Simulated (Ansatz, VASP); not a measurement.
# BiP: VASP beside Ansatz, part 2 of 2

Aim: how closely do two programs agree when they are given the same cell, functional and k mesh? The cell is generated by rule, not measured, and may not be a known phase. The cell is taken from a series of VASP runs on this material, whose earlier steps may have relaxed, scaled or displaced it; both programs get it as it stands. Valence electrons are named where the data sets of a main pair hold unlike numbers.

VASP 6.6.1 and Ansatz 0.2.0.

So far: The structure; Ansatz: band structure, HSE06.

## (3) VASP: band structure, HSE06

Level of this step: HSE06; plane waves and PAW (Bi_d, P); invented cell (VASP).

The same cell, functional, mesh and smearing now go to VASP, with its own data sets.

Lines of VASP's logs that name or quote its potential files are left out, and so is its time.

The run reads the wave functions of an earlier VASP run, which isn't shown here.

Contents of INCAR:

```
SYSTEM = BiP
PREC = Accurate
ENCUT = 400
EDIFF = 1E-06
NELM = 100
ISMEAR = 0
SIGMA = 0.02
LREAL = .FALSE.
ALGO = Normal
LHFCALC = .TRUE.
AEXX = 0.25
GGA = PE
HFSCREEN = 0.2
LASPH = .TRUE.
NBANDS = 16
PRECFOCK = Fast
LORBIT = 11
LWAVE = .FALSE.
LCHARG = .FALSE.
KPAR = 4
ISIF = 2
```

Contents of POSCAR:

```
BiP
1.0
    0.0000000000      2.9791300000      2.9791300000
    2.9791300000      0.0000000000      2.9791300000
    2.9791300000      2.9791300000      0.0000000000
Bi P
1 1
Direct
    0.0000000000      0.0000000000      0.0000000000
    0.2500000000      0.2500000000      0.2500000000
```

Contents of KPOINTS:

```
Automatic mesh
0
Gamma
4 4 4
0 0 0
```

Contents of KPOINTS_OPT:

```
Line mode
8
Line-mode
Reciprocal
  0.00000000   0.00000000   0.00000000 GAMMA
  0.50000000   0.00000000   0.50000000 X

  0.50000000   0.00000000   0.50000000 X
  0.50000000   0.25000000   0.75000000 W

  0.50000000   0.25000000   0.75000000 W
  0.37500000   0.37500000   0.75000000 K

  0.37500000   0.37500000   0.75000000 K
  0.00000000   0.00000000   0.00000000 GAMMA

  0.00000000   0.00000000   0.00000000 GAMMA
  0.50000000   0.50000000   0.50000000 L

  0.50000000   0.50000000   0.50000000 L
  0.62500000   0.25000000   0.62500000 U

  0.62500000   0.25000000   0.62500000 U
  0.50000000   0.25000000   0.75000000 W

  0.50000000   0.25000000   0.75000000 W
  0.50000000   0.50000000   0.50000000 L

  0.50000000   0.50000000   0.50000000 L
  0.37500000   0.37500000   0.75000000 K

  0.62500000   0.25000000   0.62500000 U
  0.50000000   0.00000000   0.50000000 X
```

Potentials, in the order of the species: Bi_d and P (PBE family, release 64).

On the command line:

```
$ mpirun -np 4 vasp_std
```

Numbers of over 12 decimals in the logs are rounded to 6 here.

The log of the run:

```text
[banner, memory and clock lines left out]
running    4 mpi-ranks, on    1 nodes
 distrk:  each k-point on    1 cores,    4 groups
 distr:  one band on    1 cores,    1 groups

 POSCAR found type information on POSCAR BiP
 POSCAR found :  2 types and       2 ions
 LDA part: xc-table for (Slater+PW92), standard interpolation
 found WAVECAR, reading the header
 POSCAR, INCAR and KPOINTS ok, starting setup
 FFT: planning ... GRIDC
 FFT: planning ... GRID_SOFT
 FFT: planning ... GRID
 reading WAVECAR
 the WAVECAR file was read successfully
 initial charge from wavefunction
 entering main loop
       N       E                     dE             d eps       ncg     rms          rms(c)
DAV:   1    -0.975263597442E+01   -0.97526E+01   -0.35061E-01   344   0.609E+00    0.108E+00
DAV:   2    -0.975607429811E+01   -0.34383E-02   -0.21891E-02   296   0.873E-01    0.682E-01
DAV:   3    -0.975631935025E+01   -0.24505E-03   -0.22566E-03   368   0.231E-01    0.357E-01
DAV:   4    -0.975636546737E+01   -0.46117E-04   -0.11492E-04   344   0.638E-02    0.188E-01
DAV:   5    -0.975637018210E+01   -0.47147E-05   -0.35695E-05   440   0.405E-02    0.105E-01
DAV:   6    -0.975637721829E+01   -0.70362E-05   -0.13243E-05   344   0.204E-02    0.594E-02
DAV:   7    -0.975638136202E+01   -0.41437E-05   -0.31124E-06   320   0.102E-02    0.333E-02
DAV:   8    -0.975638344657E+01   -0.20846E-05   -0.63844E-07   224   0.519E-03    0.195E-02
DAV:   9    -0.975638471328E+01   -0.12667E-05   -0.47406E-07   224   0.433E-03    0.106E-02
DAV:  10    -0.975638545651E+01   -0.74323E-06   -0.16551E-07   224   0.314E-03
   1 F= -.97563855E+01 E0= -.97558565E+01  d E =-.105786E-02
 Start KPOINTS_OPT (optional k-point list driver)
k-point batch [1-8\80]
       N       E                     dE             ncg
DAV:   1    -0.639018178199E+02   -0.23755E+04      264
DAV:   2    -0.138477863824E+04   -0.13209E+04      256
DAV:   3    -0.148087013638E+04   -0.96091E+02      328
DAV:   4    -0.148378950016E+04   -0.29194E+01      344
DAV:   5    -0.148387554229E+04   -0.86042E-01      400
DAV:   6    -0.148387819457E+04   -0.26523E-02      376
DAV:   7    -0.148387822938E+04   -0.34809E-04      392
DAV:   8    -0.148387822974E+04   -0.36173E-06      280
[...]
k-point batch [73-80\80]
       N       E                     dE             ncg
DAV:   1    -0.234451653119E+03   -0.52156E+04      256
DAV:   2    -0.145544296251E+04   -0.12210E+04      264
DAV:   3    -0.154058352617E+04   -0.85141E+02      336
DAV:   4    -0.154303037343E+04   -0.24468E+01      344
DAV:   5    -0.154311192856E+04   -0.81555E-01      408
DAV:   6    -0.154311580969E+04   -0.38811E-02      424
DAV:   7    -0.154311585785E+04   -0.48168E-04      392
DAV:   8    -0.154311585831E+04   -0.45470E-06      312
```

OUTCAR, selected parts (step 3):

```text
ion  position               nearest neighbor table
   1  0.000  0.000  0.000-   2 2.58   2 2.58   2 2.58   2 2.58
   2  0.250  0.250  0.250-   1 2.58   1 2.58   1 2.58   1 2.58

  LATTYP: Found a face centered cubic cell.
 ALAT       =     5.9582600000

 Subroutine GETGRP returns: Found 24 space group operations
 (whereof 24 operations were pure point group operations)

The static configuration has the point symmetry T_d .

 Found      8 irreducible k-points:

   k-points           NKPTS =      8   k-points in BZ     NKDIM =     64   number of bands    NBANDS=     16

   dimension x,y,z NGX =    28 NGY =   28 NGZ =   28
   dimension x,y,z NGXF=    56 NGYF=   56 NGZF=   56

   ENCUT  =  400.0 eV  29.40 Ry    5.42 a.u.   6.87  6.87  6.87*2*pi/ulx,y,z

   NELECT =      20.0000    total number of electrons

 k-points in reciprocal lattice and weights: Automatic mesh
   0.00000000  0.00000000  0.00000000       0.016
   0.25000000  0.00000000  0.00000000       0.125
   0.50000000  0.00000000  0.00000000       0.062
   0.25000000  0.25000000  0.00000000       0.094
   0.50000000  0.25000000  0.00000000       0.375
  -0.25000000  0.25000000  0.00000000       0.188
   0.50000000  0.50000000  0.00000000       0.047
  -0.25000000  0.50000000  0.25000000       0.094

  exchange ACFDT corr.  =         0.00000000  see jH, gK, PRB 81, 115126

 average (electrostatic) potential at core
       1 -98.4219       2 -78.7245

 E-fermi :   6.7834

 k-point     1 :       0.0000    0.0000    0.0000
  band No.  band energies     occupation
    ...
      6      -9.6536      2.00000
      7       1.5082      2.00000
      8       4.1944      2.00000
      9       4.1944      2.00000
     10       4.1944      2.00000
     11       7.8194      0.00000
     12       7.8194      0.00000
     13       7.8194      0.00000
     14      11.6118      0.00000
     15      14.9399      0.00000
    ...

 k-point     2 :       0.2500    0.0000    0.0000
  band No.  band energies     occupation
    ...
      6      -8.9409      2.00000
      7      -1.5706      2.00000
      8       3.4494      2.00000
      9       3.4494      2.00000
     10       4.3408      2.00000
     11       8.7981      0.00000
     12       8.7981      0.00000
     13       9.5646      0.00000
     14      13.4440      0.00000
     15      13.9240      0.00000
    ...

 k-point     3 :       0.5000    0.0000    0.0000
  band No.  band energies     occupation
    ...
      6      -7.7371      2.00000
      7      -4.1219      2.00000
      8       2.9364      2.00000
      9       2.9364      2.00000
     10       3.8871      2.00000
     11       9.1576      0.00000
     12       9.1576      0.00000
     13      12.2029      0.00000
     14      13.8202      0.00000
     15      15.7272      0.00000
    ...

  Total        4.8890149      4.8890149      4.8890149      0.0000000      0.0000000      0.0000000
  in kB      148.1267814    148.1267814    148.1267814      0.0000000      0.0000000      0.0000000
  external PRESSURE =     148.1267814 kB  Pullay stress =       0.0000000 kB

  energy-cutoff  :      400.00
  volume of cell :       52.88
      direct lattice vectors                 reciprocal lattice vectors
     0.000000000  2.979130000  2.979130000    -0.167834233  0.167834233  0.167834233
     2.979130000  0.000000000  2.979130000     0.167834233 -0.167834233  0.167834233
     2.979130000  2.979130000  0.000000000     0.167834233  0.167834233 -0.167834233

 POSITION                                       TOTAL-FORCE (eV/Angst)
 -----------------------------------------------------------------------------------
      0.00000      0.00000      0.00000         0.000000      0.000000      0.000000
      1.48957      1.48957      1.48957        -0.000000     -0.000000     -0.000000
 -----------------------------------------------------------------------------------
    total drift:                               -0.000009     -0.000002     -0.000007

  FREE ENERGIE OF THE ION-ELECTRON SYSTEM (eV)
  ---------------------------------------------------
  free  energy   TOTEN  =        -9.7563854565 eV

  energy  without entropy=       -9.7553276010  energy(sigma->0) =       -9.75585653

 total charge
# of ion       s       p       d       tot
------------------------------------------
    1        1.620   1.353   9.989  12.962
    2        1.125   1.406   0.000   2.530
--------------------------------------------------
tot          2.745   2.759   9.989  15.493

[... 3 further parts left out ...]
```

The k-mesh is coarse for a metal.

The run ends at a pressure of 14.81 GPa.

## (4) Side by side

Known differences besides the potentials themselves: exact exchange at q = 0 is treated differently, which shows on coarse meshes; VASP keeps PBE cores, Ansatz makes them for the functional; the cutoff is 420 eV in Ansatz and 400 eV in VASP; VASP takes a coarser grid for exact exchange (PRECFOCK = Fast). Total energies have different zeros and are not compared.

Both answers:

```
      quantity  Ansatz   VASP  difference
pressure (GPa)   14.98  14.81       +0.17
```

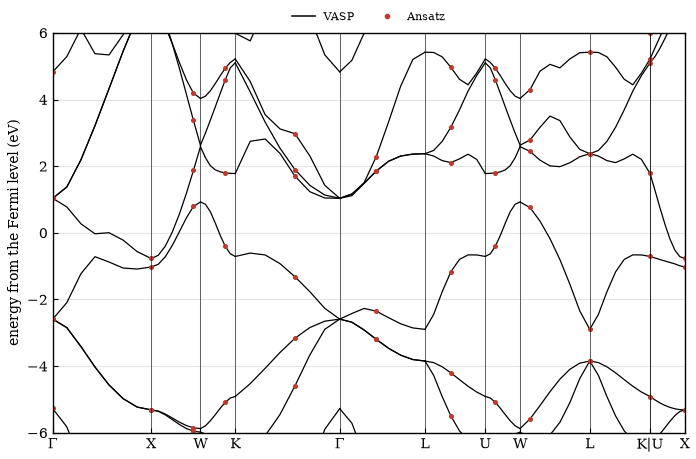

Bands from VASP (lines) and levels from Ansatz (dots). Dots without a line are higher empty bands that the VASP plot leaves out.

Levels from 3 eV below to 2 eV above the Fermi level differ by 4 meV r.m.s. and 8 meV at most; each VASP level is matched to the nearest of Ansatz, which flatters the figure a little. Ansatz's pressure holds a Pulay correction of 0.04 GPa; VASP's holds none.

## (5) What came out

* r.m.s. difference of levels near the Fermi level (band structure, HSE06): 4.3 meV

What this shows: The r.m.s. difference of levels near the Fermi level is 4.3 meV (band structure, HSE06), within the 80 meV picked in this series as the mark of a large difference. How closely two codes agree says nothing of how well the functional describes the real material.

[Lines on the potential files, build, host, timing and source positions are cut from VASP's logs without a mark.]

[Logs are printed without paths, hosts, clocks, repeated set-up lines and the standing remarks that a program may print on its own settings, such as how far it seeks lower states.]

[Hosts, paths, dates, database ids (printed as entryN), source tags and the programs' standing remarks are cut or masked in the printed files.]
